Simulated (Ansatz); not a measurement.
**HF/6-31G run of NH3 (ammonia)**

Aim: the energy change on altering one bond length of NH3 (ammonia) at HF/6-31G, from 2 runs. 

The calculation is run with Ansatz 0.2.0.

48 further runs of the same task are left out: 48 set aside as unsound or not needed.

## 1. The structure to begin with

The species is NH3 (4 atoms), meant as a singlet with charge 0. As SMILES, `N`. The coordinates come from a PBE0-D4/def2-TZVP relaxation.

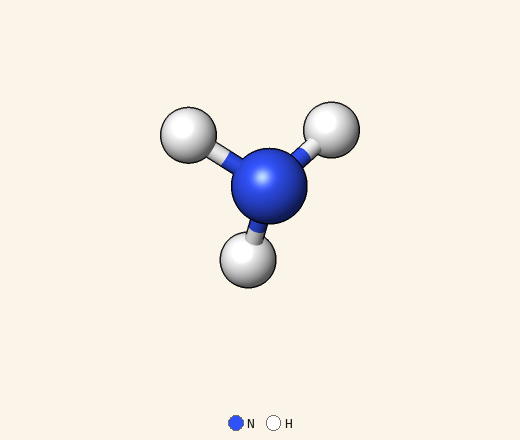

Viewed from a chosen angle; nitrogen blue, hydrogen white.

## 2. A single-point energy at HF/6-31G

Input file molecule.yaml:

```yaml
crystal:
  periodic: [false, false, false]
  atoms:
    - {symbol: "N", position_ang: [-0.069910, 0.249470, 0.110930]}
    - {symbol: H, position_ang: [0.490470, -0.301820, 0.749180]}
    - {symbol: H, position_ang: [-0.887480, -0.301940, -0.118910]}
    - {symbol: H, position_ang: [0.466920, 0.354280, -0.741200]}
basis:
  gaussian: {orbitals: 6-31G}
total_charge: 0
hamiltonian: {xc: hf}
accuracy: high
```

Command:

```console
$ ansatz run molecule.yaml --threads 1 --pin off --max-ram 3480MiB --events-out events.jsonl --progress --plain --runs-dir runs
```

Standard output:

```text
Warning: RAYON_NUM_THREADS=1 ignored (pool sized by the plan → 1); use --threads N
Functional definition: HF
  name "HF"
  exchange = exact_x
  correlation = 0
351 factors; integrals over basis functions are off by at most 8.1e-9 eV
mean field evaluation 1: about -1526.8350 eV, gradient 2.6e1 eV
mean field evaluation 2: about -1526.8321 eV, gradient 2.6e1 eV
mean field evaluation 4: about -1528.2228 eV, gradient 1.3e0 eV
mean field evaluation 8: about -1528.2284 eV, gradient 6.8e-4 eV
mean field -1528.22837851 eV, -56.1613570397 hartree, gradient 2.1e-8 eV, S^2 0.000000; 0 other end points of the search recorded, 0 dependent functions left out
reference -1528.22837851 eV, -56.1613570397 hartree; 5, 5 occupied and 10, 10 virtual orbitals, 351 factors
Total energy: -1528.22837851 eV, -56.1613570397 hartree
```

Run time: 0.08 s. Hardware: 1 thread of Intel Xeon 6975P-C (Granite Rapids), shared host.

## 3. The distorted shape at the same level

Input file input.yaml:

```yaml
basis:
  gaussian: {orbitals: 6-31G}
crystal:
  periodic: [false, false, false]
  atoms:
    - {symbol: N, position_ang: [-0.209994, 0.387282, -0.048620]}
    - {symbol: H, position_ang: [0.490470, -0.301820, 0.749180]}
    - {symbol: H, position_ang: [-1.027564, -0.164128, -0.278460]}
    - {symbol: H, position_ang: [0.326836, 0.492092, -0.900750]}
hamiltonian: {xc: hf}
accuracy: high
```

Command:

```console
$ ansatz run input.yaml --threads 1 --pin off --max-ram 3480MiB --events-out events.jsonl --progress --plain --runs-dir runs
```

Standard output:

```text
Warning: RAYON_NUM_THREADS=1 ignored (pool sized by the plan → 1); use --threads N
Functional definition: HF
  name "HF"
  exchange = exact_x
  correlation = 0
350 factors; integrals over basis functions are off by at most 1.2e-8 eV
mean field evaluation 1: about -1525.8300 eV, gradient 2.4e1 eV
mean field evaluation 2: about -1525.8274 eV, gradient 2.4e1 eV
mean field evaluation 4: about -1527.2172 eV, gradient 1.3e0 eV
mean field evaluation 8: about -1527.2264 eV, gradient 1.1e-3 eV
mean field -1527.22637289 eV, -56.1245340126 hartree, gradient 4.8e-8 eV, S^2 0.000000; 0 other end points of the search recorded, 0 dependent functions left out
reference -1527.22637289 eV, -56.1245340126 hartree; 5, 5 occupied and 10, 10 virtual orbitals, 350 factors
Total energy: -1527.22637289 eV, -56.1245340126 hartree
```

Run time: 0.08 s. Hardware: 1 thread of Intel Xeon 6975P-C (Granite Rapids), shared host.

## 4. What came out

At HF/6-31G:

| quantity | value |
| --- | --- |
| first shape: total energy | -56.16136 Eh |
| distorted shape: total energy | -56.12453 Eh |
| energy change with the N1–H2 bond stretched from 1.013 to 1.266 Å | 1.002 eV |

In words: With the N1–H2 bond stretched from 1.013 to 1.266 Å the energy rises by 1.00 eV (23 kcal/mol). The first shape isn't relaxed at this level, so the change isn't measured from a minimum.
